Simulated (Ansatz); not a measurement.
**PBE-QIDH/cc-pVDZ run of GaNH2F2 (SMILES [NH2][Ga]([F])[F])**

What is the energy change on altering one bond length of GaNH2F2 at PBE-QIDH/cc-pVDZ? 

Program for the calculation: Ansatz 0.2.0.

62 further runs of the same task are left out: 1 that didn't finish, 61 set aside as unsound or not needed.

### 1 Starting point

GaNH2F2 has 6 atoms, charge 0, and is taken as a singlet. As SMILES, `[NH2][Ga]([F])[F]`. The coordinates come from a PBE0-D4/def2-TZVP relaxation.

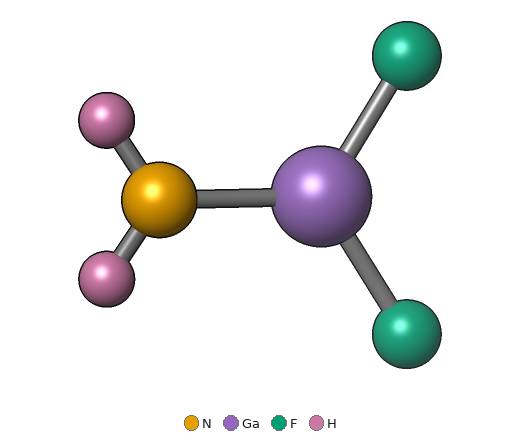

The structure, seen from a chosen angle (nitrogen amber, gallium purple, fluorine teal, hydrogen pink).

### 2 A single-point energy at PBE-QIDH/cc-pVDZ

molecule.yaml

```yaml
crystal:
  periodic: [false, false, false]
  atoms:
    - {symbol: N, position_ang: [-0.297500, 0.963700, -0.172700]}
    - {symbol: Ga, position_ang: [0.284200, -0.715300, 0.042000]}
    - {symbol: F, position_ang: [1.685000, -1.101600, 0.997700]}
    - {symbol: F, position_ang: [-0.455300, -2.067700, -0.763400]}
    - {symbol: H, position_ang: [0.025100, 1.704800, 0.425700]}
    - {symbol: H, position_ang: [-1.199500, 1.152100, -0.575400]}
basis:
  gaussian: {orbitals: cc-pVDZ}
magnetization: {spin_polarized: false, initial_magnetization: 0}
hamiltonian: {xc: {name: PBE-QIDH}}
correlation: {frozen_orbitals: {F: 1, Ga: 9, H: 0, "N": 1}}
accuracy: high
output: {orbitals: {seedname: orbitals}}
```

On the command line:

```sh
$ ansatz run molecule.yaml --threads 1 --pin off --max-ram 3480MiB --events-out events.jsonl --progress --plain --runs-dir runs
```

What it wrote:

```text
Warning: RAYON_NUM_THREADS=1 ignored (pool sized by the plan → 1); use --threads N
Functional definition: PBE-QIDH
  name "PBE-QIDH"
  parameter a = 3^(-1/3)
  parameter c = 1/3
  exchange = (1 - a)*pbe_x + a*exact_x
  correlation = (1 - c)*pbe_c + c*(mp2_os + mp2_ss)
1729 factors; integrals over basis functions are off by at most 4.6e-9 eV
mean field evaluation 1: about -59298.5778 eV, gradient 5.2e1 eV
mean field evaluation 2: about -59298.6222 eV, gradient 5.2e1 eV
mean field evaluation 4: about -59303.3475 eV, gradient 1.5e0 eV
mean field evaluation 8: about -59303.3631 eV, gradient 2.4e-1 eV
mean field evaluation 16: about -59303.3632 eV, gradient 4.6e-5 eV
mean field -59303.36322294 eV, -2179.3584011797 hartree, gradient 3.3e-8 eV, S^2 0.000000; 0 other end points of the search recorded, 0 dependent functions left out
12 core orbitals not correlated: weight in the atoms' cores, before any rotation towards them, 1.000 or more for the frozen orbitals, at most 0.000 for the correlated occupied ones
reference -59303.36322418 eV, -2179.3584012252 hartree; 17, 17 occupied and 50, 50 virtual orbitals, 1729 factors
second order -19.33030455 eV of doubles, -0.00000000 eV of singles
Total energy: -59309.80665903 eV, -2179.5951930884 hartree
```

Wall time 9 s (1 thread of Arm Neoverse V2, shared host); peak memory 0.26 GiB.

### 3 The distorted shape

input.yaml

```yaml
crystal:
  periodic: [false, false, false]
  atoms:
    - symbol: "N"
      position_ang: [0.589879, 2.586542, 0.793757]
    - symbol: Ga
      position_ang: [1.171579, 0.907542, 1.008457]
    - symbol: F
      position_ang: [2.572379, 0.521242, 1.964157]
    - symbol: F
      position_ang: [-0.455300, -2.067700, -0.763400]
    - symbol: H
      position_ang: [0.912479, 3.327642, 1.392157]
    - symbol: H
      position_ang: [-0.312121, 2.774942, 0.391057]
basis:
  gaussian: {orbitals: cc-pVDZ}
correlation: {frozen_orbitals: {F: 1, Ga: 9, H: 0, "N": 1}}
output: {orbitals: {seedname: orbitals}}
hamiltonian: {xc: {name: PBE-QIDH}}
accuracy: high
```

On the command line:

```sh
$ ansatz run input.yaml --threads 1 --pin off --max-ram 3480MiB --events-out events.jsonl --progress --plain --runs-dir runs
```

What it wrote, shortened:

```text
Warning: RAYON_NUM_THREADS=1 ignored (pool sized by the plan → 1); use --threads N
[... 2 set-up lines as earlier in the session ...]
[...]
1643 factors; integrals over basis functions are off by at most 6.2e-9 eV
[...]
mean field -59296.39410736 eV, -2179.1022909060 hartree, gradient 7.6e-8 eV, S^2 0.000000; 0 other end points of the search recorded, 0 dependent functions left out; unrestricted orbitals would lower it
12 core orbitals not correlated: weight in the atoms' cores, before any rotation towards them, 1.000 or more for the frozen orbitals, at most 0.000 for the correlated occupied ones
reference -59296.39410852 eV, -2179.1022909488 hartree; 17, 17 occupied and 50, 50 virtual orbitals, 1643 factors
second order -21.51996083 eV of doubles, -0.00000000 eV of singles
Total energy: -59303.56742880 eV, -2179.3659056066 hartree
```

Wall time 10 s (1 thread of Arm Neoverse V2, shared host); peak memory 0.34 GiB.

### 4 What came out

Level: PBE-QIDH/cc-pVDZ, 12 core orbitals frozen.

```
                                                          quantity           value
                                         first shape: total energy  -2179.59519 Eh
                    first shape: HOMO energy (SCF part's orbitals)       -10.56 eV
                    first shape: LUMO energy (SCF part's orbitals)         0.94 eV
                  first shape: HOMO–LUMO gap (SCF part's orbitals)        11.49 eV
                                     distorted shape: total energy  -2179.36591 Eh
                distorted shape: HOMO energy (SCF part's orbitals)        -8.13 eV
                distorted shape: LUMO energy (SCF part's orbitals)        -4.04 eV
              distorted shape: HOMO–LUMO gap (SCF part's orbitals)         4.09 eV
energy change with the Ga2–F4 bond stretched from 1.739 to 3.826 Å        6.239 eV
```

With the Ga2–F4 bond stretched from 1.739 to 3.826 Å the energy rises by 6.24 eV (602 kJ/mol). The first shape isn't relaxed at this level, so the change isn't measured from a minimum. The restricted solution (distorted shape) is unstable to spin breaking: an unrestricted one lies lower.
